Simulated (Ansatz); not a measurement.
Input

```
crystal:
  periodic: [false, false, false]
  atoms:
    - { symbol: Ge, position_ang: [0.461203, -0.004809, -0.242374] }
    - { symbol: H, position_ang: [0.248903, -0.246993, 1.269691] }
    - { symbol: H, position_ang: [1.975523, -0.045168, -0.531331] }
    - { symbol: H, position_ang: [-0.092394, 1.359675, -0.658699] }
    - { symbol: H, position_ang: [-0.21804, -1.137109, -1.024309] }
    - { symbol: "N", position_ang: [-2.331938, -0.044597, 1.128362] }
    - { symbol: H, position_ang: [-3.074144, -0.690044, 0.873936] }
    - { symbol: C, position_ang: [-2.815102, 0.973097, 2.046786] }
    - { symbol: H, position_ang: [-3.320934, 0.588921, 2.94295] }
    - { symbol: H, position_ang: [-1.967485, 1.583401, 2.375273] }
    - { symbol: H, position_ang: [-3.510191, 1.643426, 1.534514] }
    - { symbol: H, position_ang: [-1.567401, -0.582299, 1.574802] }
basis:
  gaussian: { orbitals: def2-mTZVP }
hamiltonian:
  xc: pbe0
relax:
  f_tol: 0.03
  max_steps: 50
output:
  orbitals: {}
```

Launched as:

```sh
ansatz run input.yaml --threads 2 --pin off --max-ram 3072MiB --backend cpu --events-out ev --progress --plain --runs-dir out
```

The fields are those of the run's last geometry, not of the input's.

Theory: RKS PBE0/def2-mTZVP in Ansatz.

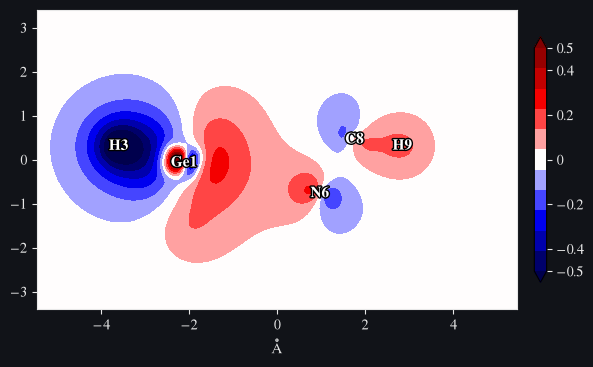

GeH4···CH5N. The HOMO−1 on the plane of atoms N6, C8 and H9 (values in Å⁻³ᐟ²; the overall sign is arbitrary).

> Where does this orbital lie, and at what energy?

Its weight (Hirshfeld) is mainly on Ge1 (about 40 %), H3 (about 35 %) and H4 (about 5 %). Its energy is −9.03 eV.
